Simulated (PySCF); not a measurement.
EPR calculation, with input and output: C₆H₈B

System: C₆H₈B, multiplicity 2.
Method: UKS B3LYP, pcH-1 on B C H, non-relativistic, mean-field spin-orbit, GIAO (PySCF 2.14.0).

It belongs to a series of runs on one base structure; here: H removed from B.

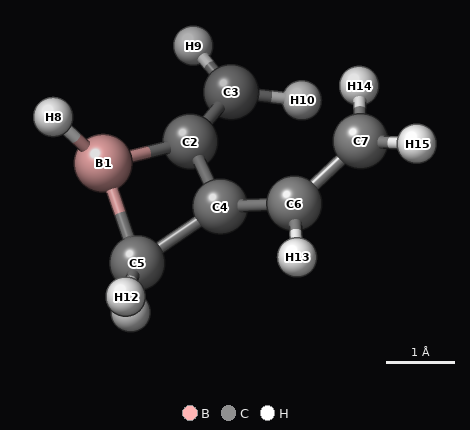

Figure 1. The structure (ball-and-stick view, seen at a tilt; atoms are numbered from 1 in the order of the input). Bond lengths as drawn: B–C 1.54 to 1.59 Å, B–H 1.16 Å, C–C 1.34 to 1.49 Å and C–H 1.08 to 1.09 Å.

Input file:
```
{"job": {"kind": "epr", "basis": "pcH-1"}, "charge": 0, "multiplicity": 2}
B     -1.408386     0.945980     0.723276
C     -1.064738    -0.175653    -0.269767
C     -1.427775    -0.898920    -1.337996
C      0.133704    -0.067414     0.521624
C     -0.458701     0.317479     1.832364
C      1.487705     0.054259     0.127309
C      1.936680    -0.097895    -1.131496
H     -1.741254     2.048812     0.556774
H     -2.403789    -0.785478    -1.780035
H     -0.798402    -1.673038    -1.749606
H     -0.858541    -0.531090     2.383289
H      0.159094     0.918919     2.497386
H      2.197107     0.260578     0.921618
H      1.258910    -0.275955    -1.948370
H      2.983973    -0.032594    -1.368281
```

The first line tells a small driver script what to run in PySCF; the rest is the geometry in Å.

Launched with:
```bash
OMP_NUM_THREADS=1 python <driver script> task.json out
```

The program's output:
```
UKS, coarse grid
  cycle   1  E = -258.15894310  |g| = 3.13e-01
  cycle   2  E = -258.15039448  |g| = 3.48e-01
  cycle   3  E = -258.21405882  |g| = 4.72e-02
  cycle   4  E = -258.21489398  |g| = 3.20e-02
  cycle   5  E = -258.21551095  |g| = 7.20e-03
  cycle   6  E = -258.21558055  |g| = 5.30e-03
  cycle   7  E = -258.21561731  |g| = 3.10e-03
  cycle   8  E = -258.21562691  |g| = 1.32e-03
  cycle   9  E = -258.21562873  |g| = 3.82e-04
UKS, final grid
  cycle   1  E = -258.21557741  |g| = 5.72e-04
  cycle   2  E = -258.21557702  |g| = 1.06e-03
  cycle   3  E = -258.21557763  |g| = 9.32e-05
  cycle   4  E = -258.21557764  |g| = 6.18e-05
  cycle   5  E = -258.21557764  |g| = 3.05e-05
  cycle   6  E = -258.21557765  |g| = 9.85e-06
E = -258.21557765 Eh   <S^2> = 0.7825 (exact 0.7500)
g shifts (ppm)      1          2          3
  rmc          -132       -132       -132
  gc             16         16         12
  oz_so         173        489        752
  total          57        373        631
hyperfine (MHz)  atom isotope    a_iso     a_fc   dipolar eigenvalues
    0   11B      45.39      45.39     -8.21     -7.24     15.44
    1   13C     -40.18     -40.18    -21.43      6.60     14.83
    2   13C      42.98      42.98    -36.44    -35.46     71.90
    3   13C      45.32      45.32    -34.19    -32.30     66.49
    4   13C     -27.08     -27.08     -3.78     -0.14      3.92
    5   13C     -32.16     -32.16    -20.55      8.74     11.82
    6   13C      31.09      31.09    -28.56    -26.95     55.51
    7    1H      -7.10      -7.10     -4.16     -1.65      5.80
    8    1H     -30.68     -30.68    -17.19     -1.03     18.22
    9    1H     -29.35     -29.35    -15.40     -1.18     16.58
   10    1H     130.51     130.51     -2.92     -1.10      4.03
   11    1H      23.89      23.89     -2.11     -1.42      3.53
   12    1H      10.00      10.00     -3.23     -1.47      4.69
   13    1H     -21.92     -21.92    -10.81     -2.79     13.60
   14    1H     -22.64     -22.64    -14.00     -0.52     14.52
```

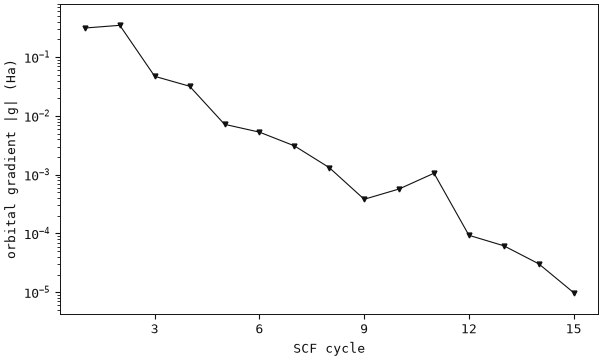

Figure 2. Convergence of the self-consistent field: orbital gradient |g| against the SCF cycle. All cycles printed in the log are drawn one after another.

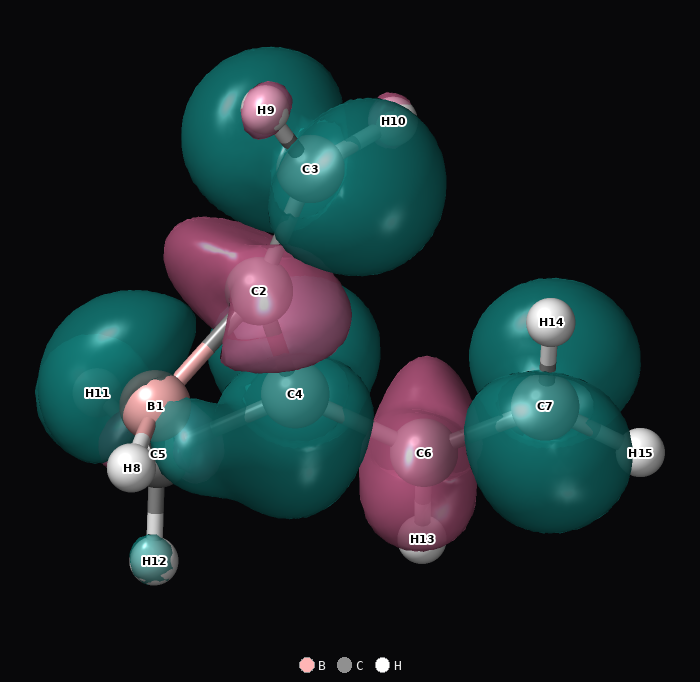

Figure 3. Isosurfaces of the spin density at +0.015 (teal) and −0.015 e/Å³ (pink), seen at a tilt. The unpaired spin (1 electron) lies mostly on C3 (about 0.3), C7 (about 0.2), C4 (about 0.2) and B1 (about 0.1), in electrons by Hirshfeld's partition.

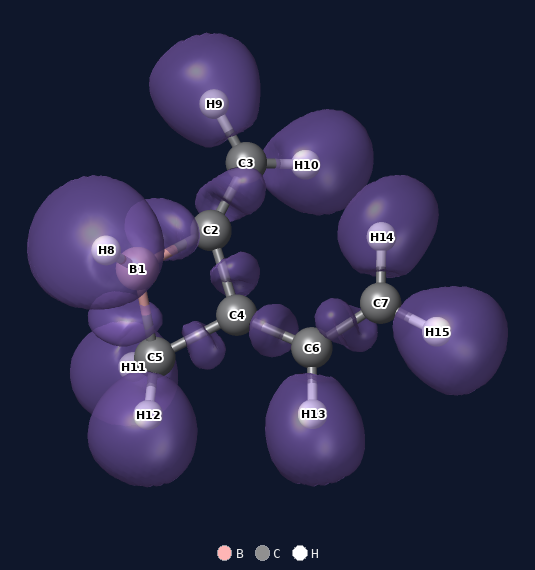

Figure 4. Isosurface of the ELF at 0.8 (purple), seen at a tilt. Core shells and regions of very low density are left out. Values along the shortest contacts: C–C (1.34 Å): the ELF peaks at about 0.95 between the atoms; a double or triple bond.

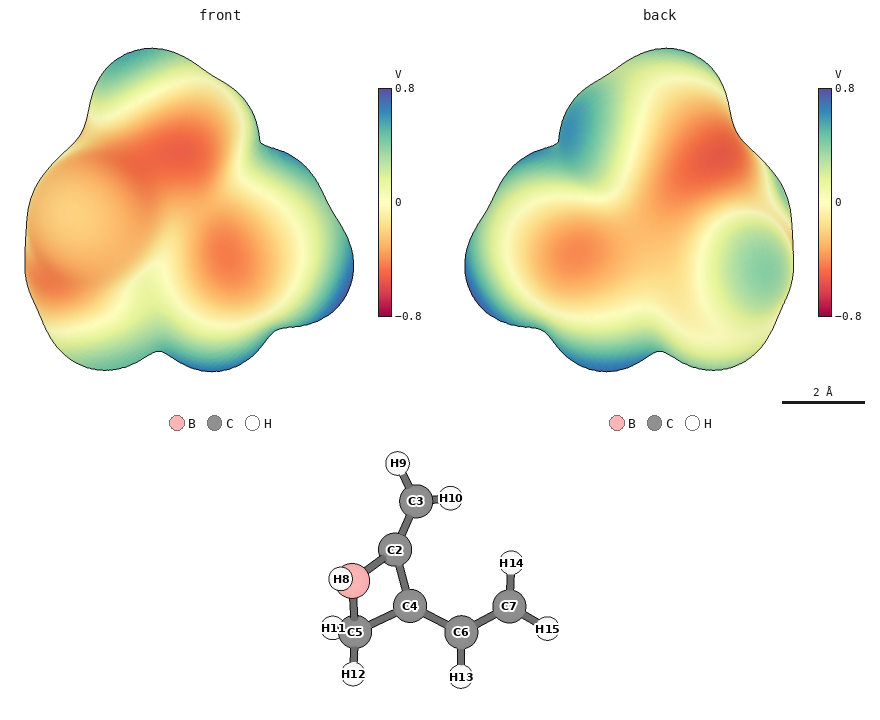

Figure 5. The electrostatic potential painted on the density surface at 0.001 e/bohr³, seen face on and from behind; the colour scale runs from red (negative) to blue (positive). The bare structure is drawn below in the same view.

Key numbers:

```tsv
quantity	value
outcome	converged
total energy	−258.215578 hartree
⟨S²⟩	0.783
isotropic g	2.0027
hardware	1 CPU thread, shared host
wall time	50 s
peak memory	0.97 GiB
```
